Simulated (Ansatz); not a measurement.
# C2H5BFN: an energy map over two coordinates, part 2 of 2

How does the energy of C2H5BFN, SMILES C=NCBF change over two coordinates at once? A grid of runs gives the map.

Ansatz 0.2.0; RHF/def2-TZVP. The steps go on from the part before.

**4. Grid point (135.1°, 0.174 Å)**

File input.yaml:

```yaml
crystal:
  periodic: [false, false, false]
  atoms:
    - { symbol: C, position_ang: [-0.438401, 1.504203, 1.355975] }
    - { symbol: "N", position_ang: [-0.802559, 0.480795, 0.448473] }
    - { symbol: C, position_ang: [-0.075705, -0.836562, -0.144188] }
    - { symbol: B, position_ang: [0.056555, -0.828018, -1.716208] }
    - { symbol: F, position_ang: [0.672502, -1.843966, -2.277076] }
    - { symbol: H, position_ang: [-1.136329, 2.296929, 1.575428] }
    - { symbol: H, position_ang: [0.523773, 1.541942, 1.859705] }
    - { symbol: H, position_ang: [0.906039, -1.022324, 0.300334] }
    - { symbol: H, position_ang: [-0.68793, -1.704745, 0.101778] }
    - { symbol: H, position_ang: [-0.36446, 0.025638, -2.428819] }
basis:
  gaussian: { orbitals: def2-TZVP }
hamiltonian:
  xc: hf
output:
  forces: true
```

Launch:

```
> ansatz run input.yaml --threads 1 --pin off --max-ram 2560MiB --backend cpu --events-out ev --progress --plain --runs-dir out
```

The program printed:

```text
Warning: RAYON_NUM_THREADS=1 ignored (pool sized by the plan → 1); use --threads N
Engine: ansatz 0.2.0, x86_64-unknown-linux-gnu
Functional definition: HF
  exchange = exact_x
  correlation = 0
1290 factors; their error is unknown
mean field evaluation 1: about -6997.8658 eV, gradient 3.4e1 eV
mean field evaluation 2: about -7000.1299 eV, gradient 2.0e1 eV
mean field evaluation 4: about -7000.9142 eV, gradient 2.2e0 eV
mean field evaluation 8: about -7000.9301 eV, gradient 1.3e-1 eV
mean field evaluation 16: about -6997.9729 eV, gradient 3.4e1 eV
mean field -7001.02661485 eV, -257.2829826295 hartree, gradient 2.6e-5 eV, S^2 0.000000; 0 other end points of the search recorded, 0 dependent functions left out
the calculation of the forces begins
reference -7001.02661485 eV, -257.2829826295 hartree; 19, 19 occupied and 166, 166 virtual orbitals, 1290 factors
Total energy: -7001.02661485 eV, -257.2829826295 hartree
Atom 0 at    -0.438401     1.504203     1.355975 Å, force    -0.535940    -7.125157    -5.332880 eV/Å
Atom 1 at    -0.802559     0.480795     0.448473 Å, force     1.573551     3.883445     3.528252 eV/Å
Atom 2 at    -0.075705    -0.836562    -0.144188 Å, force    -0.087149     2.757929     1.960934 eV/Å
Atom 3 at     0.056555    -0.828018    -1.716208 Å, force    -0.142785     0.534892    -0.027429 eV/Å
Atom 4 at     0.672502    -1.843966    -2.277076 Å, force    -0.046802    -0.007181     0.164726 eV/Å
Atom 5 at    -1.136329     2.296929     1.575428 Å, force    -0.218686    -0.410704    -0.395148 eV/Å
Atom 6 at     0.523773     1.541942     1.859705 Å, force    -0.157180    -0.153299    -0.198782 eV/Å
Atom 7 at     0.906039    -1.022324     0.300334 Å, force    -0.174338     0.123546     0.002806 eV/Å
Atom 8 at    -0.687930    -1.704745     0.101778 Å, force    -0.219055     0.440230     0.293032 eV/Å
Atom 9 at    -0.364460     0.025638    -2.428819 Å, force     0.008384    -0.043701     0.004489 eV/Å
Dipole moment:     0.209120     0.128370     0.303278 e Å
```

It took 1.6 s on 1 thread of AMD EPYC 9R45 (Zen 5), shared host; peak memory 0.39 GiB.

That is 173 kJ/mol from the zero.

**5. The run at (236.2°, −0.094 Å)**

File input.yaml:

```yaml
crystal:
  periodic: [false, false, false]
  atoms:
    - { symbol: C, position_ang: [-1.407946, 1.387666, 0.805911] }
    - { symbol: "N", position_ang: [-0.802559, 0.480795, 0.448473] }
    - { symbol: C, position_ang: [-1.266823, -0.432968, -0.428767] }
    - { symbol: B, position_ang: [-1.670264, 0.183242, -1.823878] }
    - { symbol: F, position_ang: [-2.094532, -0.645099, -2.75122] }
    - { symbol: H, position_ang: [-2.405621, 1.546764, 0.427742] }
    - { symbol: H, position_ang: [-1.030772, 2.114068, 1.520772] }
    - { symbol: H, position_ang: [-0.576219, -1.265927, -0.587433] }
    - { symbol: H, position_ang: [-2.177562, -0.869649, -0.017763] }
    - { symbol: H, position_ang: [-1.623923, 1.340119, -2.094584] }
basis:
  gaussian: { orbitals: def2-TZVP }
hamiltonian:
  xc: hf
output:
  forces: true
```

Launch:

```
> ansatz run input.yaml --threads 1 --pin off --max-ram 2560MiB --backend cpu --events-out ev --progress --plain --runs-dir out
```

The program printed:

```text
Warning: RAYON_NUM_THREADS=1 ignored (pool sized by the plan → 1); use --threads N
[... 4 set-up lines as earlier in the session ...]
1290 factors; their error is unknown
mean field evaluation 1: about -6998.1687 eV, gradient 4.0e1 eV
mean field evaluation 2: about -7001.0310 eV, gradient 2.1e1 eV
mean field evaluation 4: about -7001.8737 eV, gradient 1.1e0 eV
mean field evaluation 8: about -7001.8780 eV, gradient 1.2e-1 eV
mean field evaluation 16: about -6998.2960 eV, gradient 4.0e1 eV
mean field -7001.98908684 eV, -257.3183528228 hartree, gradient 1.8e-5 eV, S^2 0.000000; 0 other end points of the search recorded, 0 dependent functions left out
the calculation of the forces begins
reference -7001.98908684 eV, -257.3183528228 hartree; 19, 19 occupied and 166, 166 virtual orbitals, 1290 factors
Total energy: -7001.98908684 eV, -257.3183528228 hartree
Atom 0 at    -1.407946     1.387666     0.805911 Å, force    -5.046936     7.540234     3.054317 eV/Å
Atom 1 at    -0.802559     0.480795     0.448473 Å, force     7.717923    -5.268476    -0.055040 eV/Å
Atom 2 at    -1.266823    -0.432968    -0.428767 Å, force    -1.507075    -2.220414    -2.414098 eV/Å
Atom 3 at    -1.670264     0.183242    -1.823878 Å, force    -0.036125    -0.496523    -0.398191 eV/Å
Atom 4 at    -2.094532    -0.645099    -2.751220 Å, force    -0.003867     0.094451    -0.052337 eV/Å
Atom 5 at    -2.405621     1.546764     0.427742 Å, force    -0.770161     0.562252     0.162532 eV/Å
Atom 6 at    -1.030772     2.114068     1.520772 Å, force    -0.044918    -0.053174    -0.129688 eV/Å
Atom 7 at    -0.576219    -1.265927    -0.587433 Å, force    -0.155126     0.181110     0.074450 eV/Å
Atom 8 at    -2.177562    -0.869649    -0.017763 Å, force    -0.157231    -0.364403    -0.245528 eV/Å
Atom 9 at    -1.623923     1.340119    -2.094584 Å, force     0.003516     0.024944     0.003583 eV/Å
Dipole moment:    -0.185306     0.144909     0.119829 e Å
```

Wall time 1.6 s (1 thread of AMD EPYC 9R45 (Zen 5), shared host); peak memory 0.39 GiB.

Energy on the map's scale: 80 kJ/mol.

**6. Grid point (123.8°, −0.013 Å)**

File input.yaml:

```yaml
crystal:
  periodic: [false, false, false]
  atoms:
    - { symbol: C, position_ang: [-0.379808, 1.312853, 1.247273] }
    - { symbol: "N", position_ang: [-0.802559, 0.480795, 0.448473] }
    - { symbol: C, position_ang: [-0.048059, -0.649447, 0.002994] }
    - { symbol: B, position_ang: [0.168982, -0.684228, -1.559215] }
    - { symbol: F, position_ang: [0.887779, -1.669184, -2.048403] }
    - { symbol: H, position_ang: [-1.003518, 2.145912, 1.531308] }
    - { symbol: H, position_ang: [0.607358, 1.260564, 1.698621] }
    - { symbol: H, position_ang: [0.918913, -0.745365, 0.504686] }
    - { symbol: H, position_ang: [-0.607258, -1.552548, 0.249501] }
    - { symbol: H, position_ang: [-0.274118, 0.11055, -2.324582] }
basis:
  gaussian: { orbitals: def2-TZVP }
hamiltonian:
  xc: hf
output:
  forces: true
```

Launch:

```
> ansatz run input.yaml --threads 1 --pin off --max-ram 2560MiB --backend cpu --events-out ev --progress --plain --runs-dir out
```

The program printed:

```text
Warning: RAYON_NUM_THREADS=1 ignored (pool sized by the plan → 1); use --threads N
[... 4 set-up lines as earlier in the session ...]
1290 factors; their error is unknown
mean field evaluation 1: about -6999.3797 eV, gradient 3.7e1 eV
mean field evaluation 2: about -7001.9456 eV, gradient 2.0e1 eV
mean field evaluation 4: about -7002.6752 eV, gradient 1.3e0 eV
mean field evaluation 8: about -7002.6804 eV, gradient 5.8e-2 eV
mean field -7002.78733448 eV, -257.3476878824 hartree, gradient 1.9e-5 eV, S^2 0.000000; 0 other end points of the search recorded, 0 dependent functions left out
the calculation of the forces begins
reference -7002.78733448 eV, -257.3476878824 hartree; 19, 19 occupied and 166, 166 virtual orbitals, 1290 factors
Total energy: -7002.78733448 eV, -257.3476878824 hartree
Atom 0 at    -0.379808     1.312853     1.247273 Å, force     0.590644     0.373814     0.550147 eV/Å
Atom 1 at    -0.802559     0.480795     0.448473 Å, force    -1.081315    -0.352498    -0.776155 eV/Å
Atom 2 at    -0.048059    -0.649447     0.002994 Å, force     0.340518    -0.034314     0.157561 eV/Å
Atom 3 at     0.168982    -0.684228    -1.559215 Å, force     0.012328    -0.001044    -0.016464 eV/Å
Atom 4 at     0.887779    -1.669184    -2.048403 Å, force    -0.009725     0.005748     0.010880 eV/Å
Atom 5 at    -1.003518     2.145912     1.531308 Å, force     0.008636     0.019932     0.022000 eV/Å
Atom 6 at     0.607358     1.260564     1.698621 Å, force     0.072301     0.013313     0.041835 eV/Å
Atom 7 at     0.918913    -0.745365     0.504686 Å, force     0.064120    -0.033053     0.006929 eV/Å
Atom 8 at    -0.607258    -1.552548     0.249501 Å, force     0.002421     0.008022    -0.000708 eV/Å
Atom 9 at    -0.274118     0.110550    -2.324582 Å, force     0.000072     0.000079     0.003975 eV/Å
Dipole moment:     0.160304     0.143893     0.294618 e Å
```

It took 1.6 s on 1 thread of AMD EPYC 9R45 (Zen 5), shared host; peak memory 0.39 GiB.

On the map this point reads 2.7 kJ/mol.

**7. Energy over the grid**

225 points were computed. Energies in kJ/mol, from the relaxed molecule at the same level:

```tsv
change of the bonds N2–C1, N2–C3, all alike (Å) ↓, angle C1–N2–C3 (carried through 180) (°) →	101.4	112.6	123.8	135.1	146.3	157.5	168.8	180.0	191.2	202.5	213.7	224.9	236.2	247.4	258.6
0.228	207	197	214	249	293	337	372	388	379	350	308	265	229	210	218
0.201	173	160	176	210	253	296	330	346	338	309	268	226	191	173	185
0.174	142	125	140	173	215	257	291	306	298	270	230	188	155	139	154
0.148	116	95	107	139	180	222	255	270	262	235	196	155	123	109	128
0.121	92	67	77	107	148	188	221	235	228	201	163	123	93	81	105
0.094	74	43	50	79	119	158	190	204	197	171	134	96	67	58	87
0.067	61	24	29	56	94	133	163	177	170	145	109	73	45	40	74
0.040	55	12	13	38	75	112	142	156	149	125	90	55	30	28	68
0.013	57	6	4	27	62	98	127	140	134	111	77	44	21	23	70
−0.013	68	9	3	23	57	92	120	132	126	104	72	40	20	27	80
−0.040	89	22	10	28	60	93	121	133	127	105	75	46	29	40	101
−0.067	123	46	29	44	73	105	131	143	138	117	88	61	48	64	135
−0.094	171	83	60	71	98	129	154	165	160	141	114	89	80	102	182
−0.121	236	135	106	113	138	167	190	201	197	178	153	132	126	155	245
−0.148	320	206	169	172	193	220	243	253	249	232	209	191	190	226	328
```

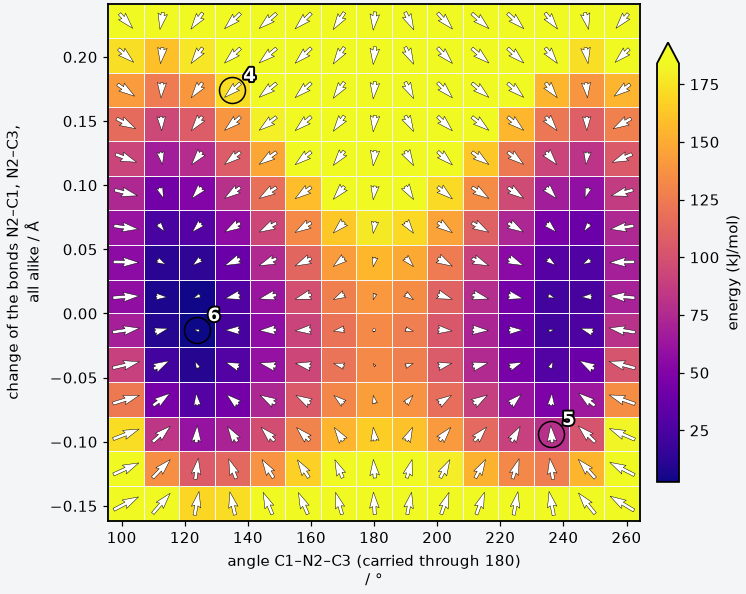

The map; numbers mark the steps of this session that print a point's run. Drawn: one coloured cell a grid point, arrows along the force (downhill), longer where it is stronger, one colour for all values above the top of the scale.

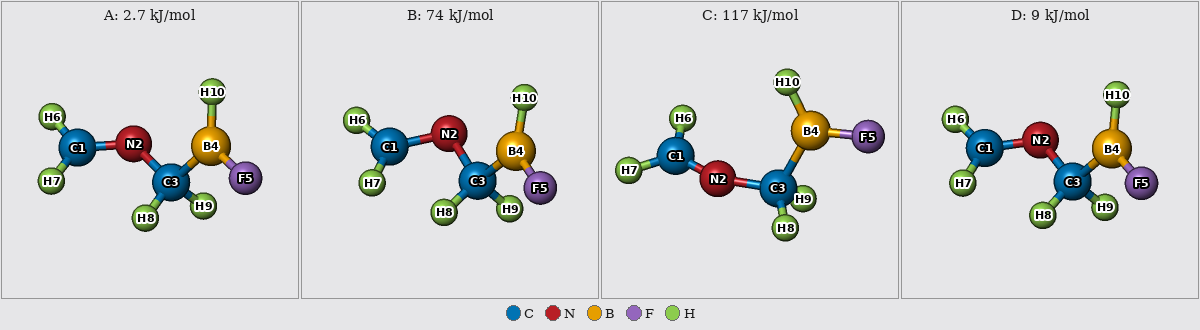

Structures on the grid, at one scale: A at (123.8°, −0.013 Å); B at (101.4°, 0.094 Å); C at (202.5°, −0.067 Å); D at (112.6°, −0.013 Å).

The dipole moment (D) at each point:

| change of the bonds N2–C1, N2–C3, all alike (Å) ↓, angle C1–N2–C3 (carried through 180) (°) → | 101.4 | 112.6 | 123.8 | 135.1 | 146.3 | 157.5 | 168.8 | 180.0 | 191.2 | 202.5 | 213.7 | 224.9 | 236.2 | 247.4 | 258.6 |
| --- | --- | --- | --- | --- | --- | --- | --- | --- | --- | --- | --- | --- | --- | --- | --- |
| 0.228 | 2.41 | 2.32 | 2.17 | 1.91 | 1.57 | 1.15 | 0.71 | 0.41 | 0.56 | 0.94 | 1.31 | 1.61 | 1.83 | 1.97 | 2.05 |
| 0.201 | 2.36 | 2.28 | 2.13 | 1.90 | 1.57 | 1.17 | 0.75 | 0.47 | 0.60 | 0.96 | 1.31 | 1.59 | 1.80 | 1.93 | 2.01 |
| 0.174 | 2.31 | 2.24 | 2.10 | 1.87 | 1.57 | 1.19 | 0.79 | 0.54 | 0.65 | 0.97 | 1.30 | 1.57 | 1.76 | 1.89 | 1.96 |
| 0.148 | 2.26 | 2.20 | 2.06 | 1.85 | 1.56 | 1.20 | 0.83 | 0.60 | 0.69 | 0.99 | 1.29 | 1.55 | 1.73 | 1.85 | 1.92 |
| 0.121 | 2.21 | 2.15 | 2.02 | 1.82 | 1.54 | 1.20 | 0.86 | 0.65 | 0.73 | 1.00 | 1.28 | 1.52 | 1.69 | 1.80 | 1.87 |
| 0.094 | 2.16 | 2.10 | 1.98 | 1.78 | 1.52 | 1.20 | 0.88 | 0.70 | 0.76 | 1.00 | 1.26 | 1.49 | 1.65 | 1.76 | 1.83 |
| 0.067 | 2.11 | 2.05 | 1.93 | 1.74 | 1.49 | 1.19 | 0.90 | 0.73 | 0.78 | 1.00 | 1.24 | 1.45 | 1.61 | 1.71 | 1.78 |
| 0.040 | 2.05 | 1.99 | 1.87 | 1.69 | 1.45 | 1.17 | 0.91 | 0.75 | 0.80 | 0.99 | 1.21 | 1.41 | 1.56 | 1.66 | 1.73 |
| 0.013 | 1.99 | 1.93 | 1.81 | 1.64 | 1.41 | 1.15 | 0.90 | 0.77 | 0.80 | 0.97 | 1.18 | 1.36 | 1.51 | 1.61 | 1.69 |
| −0.013 | 1.93 | 1.87 | 1.75 | 1.58 | 1.36 | 1.12 | 0.89 | 0.77 | 0.80 | 0.95 | 1.14 | 1.31 | 1.45 | 1.56 | 1.64 |
| −0.040 | 1.87 | 1.80 | 1.69 | 1.52 | 1.30 | 1.07 | 0.87 | 0.76 | 0.79 | 0.92 | 1.09 | 1.26 | 1.39 | 1.50 | 1.59 |
| −0.067 | 1.80 | 1.73 | 1.61 | 1.45 | 1.24 | 1.03 | 0.84 | 0.74 | 0.76 | 0.88 | 1.04 | 1.20 | 1.33 | 1.44 | 1.54 |
| −0.094 | 1.73 | 1.66 | 1.54 | 1.37 | 1.17 | 0.97 | 0.80 | 0.72 | 0.73 | 0.83 | 0.98 | 1.13 | 1.27 | 1.38 | 1.48 |
| −0.121 | 1.66 | 1.58 | 1.45 | 1.29 | 1.10 | 0.91 | 0.75 | 0.68 | 0.69 | 0.78 | 0.92 | 1.06 | 1.20 | 1.32 | 1.43 |
| −0.148 | 1.58 | 1.50 | 1.37 | 1.20 | 1.02 | 0.84 | 0.70 | 0.63 | 0.64 | 0.73 | 0.85 | 1.00 | 1.13 | 1.26 | 1.38 |

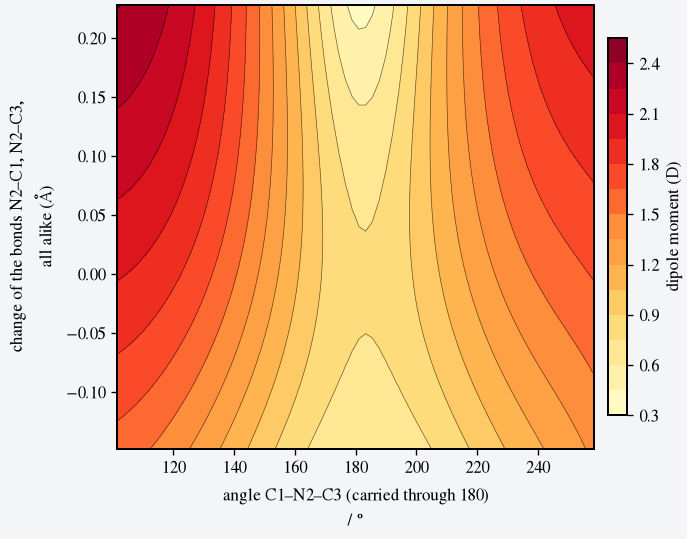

The dipole moment over the grid. The picture shows filled contours.

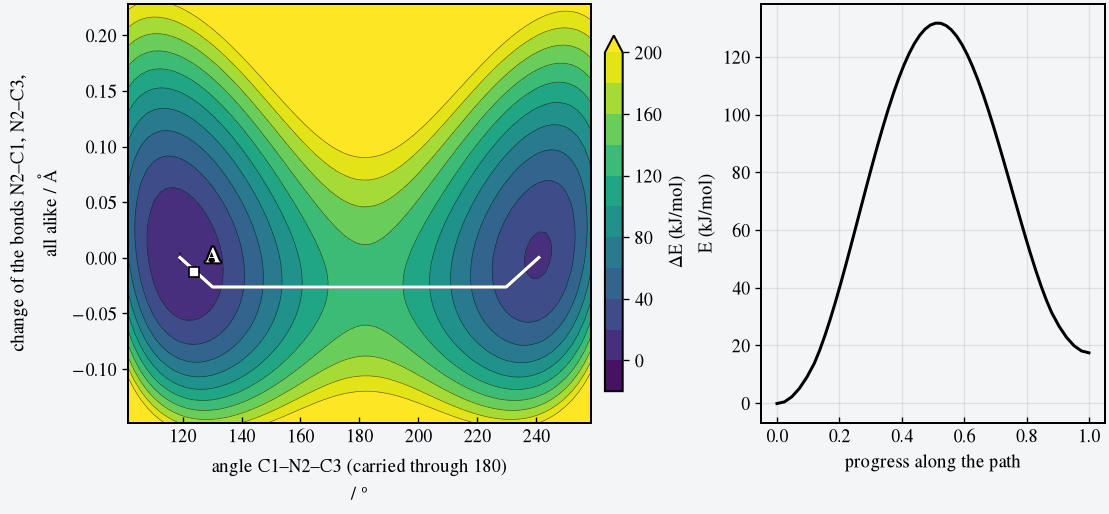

The easiest path on the interpolated surface, from A. In the figure: filled contours, a line along the lowest path, one colour for all values above the top of the scale, the energy along the path at the right.

**8. Results**

This closing draws on all 2 parts.

```
               quantity                                                                             value
           lowest point                                                    (123.8°, −0.013 Å), 2.7 kJ/mol
 highest computed point                                    (180.0°, 0.228 Å), 385 kJ/mol above the lowest
      dipole moment (D)  0.41 at (180.0°, 0.228 Å) to 2.41 at (101.4°, 0.228 Å); 1.75 at the lowest point
time for the whole task                                                  6.9 min on 1 thread, shared host
```

The lowest computed point is at (123.8°, −0.013 Å), 2.7 kJ/mol from the relaxed molecule at the same level. The grid is coarse, so the lowest point of the scanned range may lie between grid points; coordinates that were held can hide deeper minima. A higher local minimum lies near (236.2°, −0.013 Å) (18 kJ/mol above the lowest at that grid point). The highest computed point, (180.0°, 0.228 Å), lies 385 kJ/mol above the lowest. On the interpolated surface the easiest way out of the lowest well to the well at (236.2°, −0.013 Å) passes a barrier of about 130 kJ/mol. Round the minimum the valley is somewhat tilted: raising the first coordinate shifts the best value of the second coordinate downwards (coupling k₁₂/√(k₁₁k₂₂) about 0.2).
